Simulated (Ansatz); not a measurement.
# Hypothetical anti-perovskite Mg3SnO, pressure series

Consider Mg₃SnO in the anti-perovskite structure (space group Pm-3m, No. 221; a hypothetical phase, not in the database extracts checked).

```
Mg3SnO
1.0
    4.39094     0.00000     0.00000
    0.00000     4.39094     0.00000
    0.00000     0.00000     4.39094
Mg Sn O
3 1 1
Cartesian
  0.00000   2.19547   2.19547
  2.19547   0.00000   2.19547
  2.19547   2.19547   0.00000
  0.00000   0.00000   0.00000
  2.19547   2.19547   2.19547
```

Cell and atoms are relaxed at each pressure.

Level of theory: PBE in Ansatz (plane waves to 420 eV, PAW, no spin-orbit coupling).

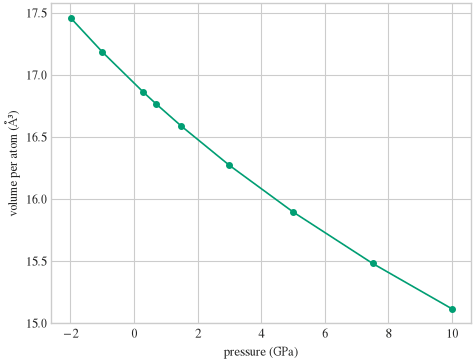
Figure. Volume against pressure

Estimate the zero-pressure bulk modulus from the plot.

About 69 GPa; a third-order Birch–Murnaghan fit to the points gives V₀ = 16.93 Å³/atom, B₀ = 69 GPa and B₀′ = 4.2.

Load acts through the strain it causes; cell and atoms are relaxed under it. Stability against distortions was not tested. Competing high-pressure phases were not computed. All final runs are without spin polarisation.

Ansatz is a program for electronic structure.
